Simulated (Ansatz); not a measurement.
# wB97M-V/def2-SVP run of C2H3F3 (SMILES FCC(F)F)

What is the vertical ionisation energy of C2H3F3 at wB97M-V/def2-SVP? 

The calculation is run with Ansatz 0.2.0.

54 further runs of the same task are left out: 54 set aside as unsound or not needed.

## 1. Starting point

The species is C2H3F3 (8 atoms), meant as a singlet with charge 0. SMILES: `FCC(F)F`. The shape is that of a PBE0-D4/def2-TZVP optimisation. This is one conformer, not always the lowest.

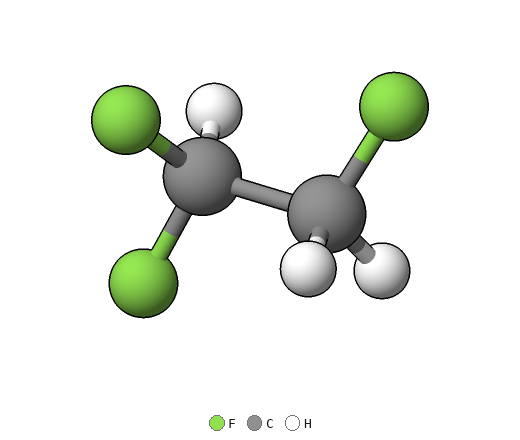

Viewed from a chosen angle; fluorine green, carbon grey, hydrogen white.

## 2. The energy at wB97M-V/def2-SVP

The input, in.yaml:

```yaml
crystal:
  periodic: [false, false, false]
  atoms:
    - {symbol: F, position_ang: [-1.142800, -0.681000, 1.163100]}
    - {symbol: C, position_ang: [-0.188200, 0.195100, 0.711800]}
    - {symbol: C, position_ang: [0.172900, -0.152400, -0.711300]}
    - {symbol: F, position_ang: [0.824200, -1.335800, -0.756500]}
    - {symbol: F, position_ang: [1.011700, 0.803600, -1.182200]}
    - {symbol: H, position_ang: [0.701700, 0.118900, 1.342500]}
    - {symbol: H, position_ang: [-0.588500, 1.211500, 0.747300]}
    - {symbol: H, position_ang: [-0.698800, -0.217000, -1.370500]}
basis:
  gaussian:
    orbitals: def2-SVP
hamiltonian:
  xc: {name: wB97M-V}
output: {orbitals: {seedname: orbitals}}
accuracy: high
```

Started as:

```sh
$ ansatz run in.yaml --threads 1 --pin off --max-ram 3480MiB --events-out events.jsonl --progress --plain --runs-dir runs
```

Standard output:

```text
Warning: RAYON_NUM_THREADS=1 ignored (pool sized by the plan → 1); use --threads N
Functional definition: wB97M-V
  name "wB97M-V"
  parameter omega = 0.3/bohr
  parameter cx = 0.15
  parameter cx01 = 1.007
  parameter cx10 = 0.259
  parameter css00 = 0.443
  parameter css04 = -1.437
  parameter css10 = -4.535
  parameter css20 = -3.390
  parameter css43 = 4.278
  parameter cos00 = 1.000
  parameter cos10 = 1.358
  parameter cos20 = 2.924
  parameter cos21 = -8.812
  parameter cos60 = -1.390
  parameter cos61 = 9.142
  parameter b = 6.0
  parameter c = 0.01
  gx(w, u) = 1 - cx + cx01*u + cx10*w
  gss(w, u) = css00 + css04*u^4 + css10*w + css20*w^2 + css43*w^4*u^3
  gos(w, u) = cos00 + cos10*w + (cos20 + cos21*u)*w^2 + (cos60 + cos61*u)*w^6
  exchange = spin_sum(e_x_unif_sr(omega)*gx(b97_w, b97_u_x)) + cx*exact_x_sr(omega) + exact_x_lr(omega)
  correlation = spin_sum(e_c_pw_mod_same_spin*gss(b97_w, b97_u_same))
      + integral(e_c_pw_mod_opposite_spin*gos(b97_w_opposite, b97_u_opposite)) + vv10(b, c)
1972 factors; integrals over basis functions are off by at most 3.4e-9 eV
294 factors; integrals over basis functions are off by at most 2.0e-9 eV
mean field evaluation 1: about -10260.2325 eV, gradient 3.3e1 eV
mean field evaluation 2: about -10260.6979 eV, gradient 3.1e1 eV
mean field evaluation 4: about -10262.0257 eV, gradient 8.4e-1 eV
mean field evaluation 8: about -10262.1689 eV, gradient 8.8e-2 eV
mean field evaluation 16: about -10262.1689 eV, gradient 2.4e-5 eV
mean field -10262.16893468 eV, -377.1277524014 hartree, gradient 2.2e-8 eV, S^2 0.000000; 0 other end points of the search recorded, 0 dependent functions left out
reference -10262.16893766 eV, -377.1277525110 hartree; 21, 21 occupied and 64, 64 virtual orbitals, 1972 factors
Total energy: -10262.16893766 eV, -377.1277525110 hartree
```

Wall time 65 s (1 thread of Arm Neoverse V1, shared host); peak memory 0.51 GiB.

## 3. The doublet cation at the same level

The input, run.yaml:

```yaml
crystal:
  periodic: [false, false, false]
  atoms:
    - {symbol: F, position_ang: [-1.142800, -0.681000, 1.163100]}
    - {symbol: C, position_ang: [-0.188200, 0.195100, 0.711800]}
    - {symbol: C, position_ang: [0.172900, -0.152400, -0.711300]}
    - {symbol: F, position_ang: [0.824200, -1.335800, -0.756500]}
    - {symbol: F, position_ang: [1.011700, 0.803600, -1.182200]}
    - {symbol: H, position_ang: [0.701700, 0.118900, 1.342500]}
    - {symbol: H, position_ang: [-0.588500, 1.211500, 0.747300]}
    - {symbol: H, position_ang: [-0.698800, -0.217000, -1.370500]}
basis:
  gaussian:
    orbitals: def2-SVP
total_charge: 1
magnetization:
  spin_polarized: true
  initial_magnetization: 1
hamiltonian:
  xc: {name: wB97M-V}
accuracy: high
output:
  orbitals: {seedname: orbitals}
```

Started as:

```sh
$ ansatz run run.yaml --threads 1 --pin off --max-ram 3480MiB --events-out events.jsonl --progress --plain --runs-dir runs
```

Standard output (excerpt; [...] marks lines left out):

```text
Warning: RAYON_NUM_THREADS=1 ignored (pool sized by the plan → 1); use --threads N
[... 2 set-up lines as earlier in the session ...]
[...]
  gx(w, u) = 1 - cx + cx01*u + cx10*w
  gss(w, u) = css00 + css04*u^4 + css10*w + css20*w^2 + css43*w^4*u^3
  gos(w, u) = cos00 + cos10*w + (cos20 + cos21*u)*w^2 + (cos60 + cos61*u)*w^6
[...]
      + integral(e_c_pw_mod_opposite_spin*gos(b97_w_opposite, b97_u_opposite)) + vv10(b, c)
1970 factors; integrals over basis functions are off by at most 3.4e-9 eV
294 factors; integrals over basis functions are off by at most 2.0e-9 eV
[...]
mean field -10249.76723268 eV, -376.6719982593 hartree, gradient 5.1e-8 eV, S^2 0.752840; 2 other end points of the search recorded, 0 dependent functions left out
reference -10249.76723549 eV, -376.6719983625 hartree; 21, 20 occupied and 64, 65 virtual orbitals, 1970 factors
Total energy: -10249.76723549 eV, -376.6719983625 hartree
```

Run time: 3.4 min. Hardware: 1 thread of Arm Neoverse V1, shared host; peak memory 0.92 GiB.

## 4. Summary of results

At wB97M-V/def2-SVP:

| quantity | value |
| --- | --- |
| singlet C2H3F3: total energy | -377.12775 Eh |
| singlet C2H3F3: HOMO energy | -11.95 eV |
| singlet C2H3F3: LUMO energy | 3.92 eV |
| singlet C2H3F3: HOMO–LUMO gap | 15.87 eV |
| doublet cation: total energy | -376.67200 Eh |
| doublet cation: HOMO energy (highest over α and β) | -20.08 eV |
| doublet cation: LUMO energy (lowest over α and β) | -12.86 eV |
| doublet cation: ⟨S²⟩ | 0.753 |
| vertical ionisation energy (to the doublet cation) | 12.402 eV |

In words: The vertical ionisation energy comes to 12.40 eV (1197 kJ/mol). The negative HOMO energy of the first species, 11.95 eV, lies 0.45 eV below that difference.
